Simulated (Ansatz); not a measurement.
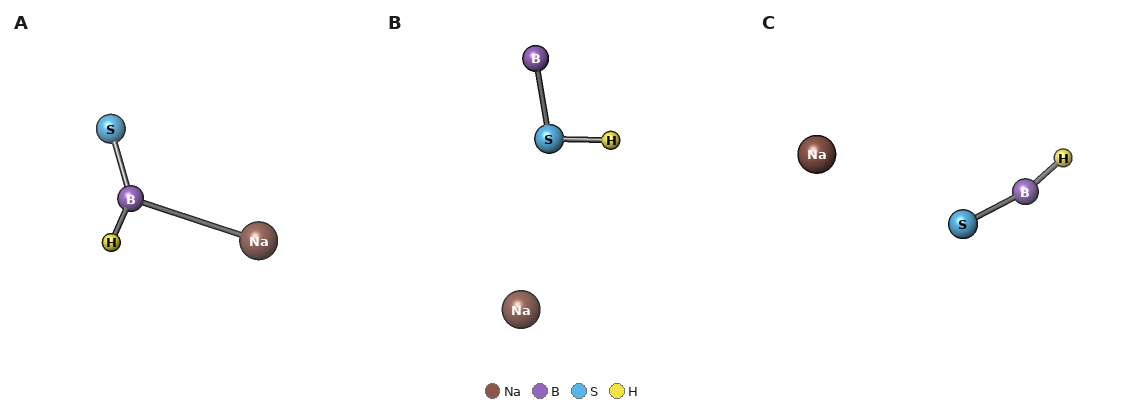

3 stationary structures of one formula. State: charge −1, singlet. Geometries: PBE0-D4/def2-TZVPD. Electronic energies: ωB97M-V/def2-TZVPPD (Ansatz 0.2.0), without zero-point energy. No frequency run is at hand to confirm each as a minimum.

> Rank them by energy, lowest first.

A is lowest (Cs); C lies 0.392 eV above it (Cs), B lies 2.978 eV above it.
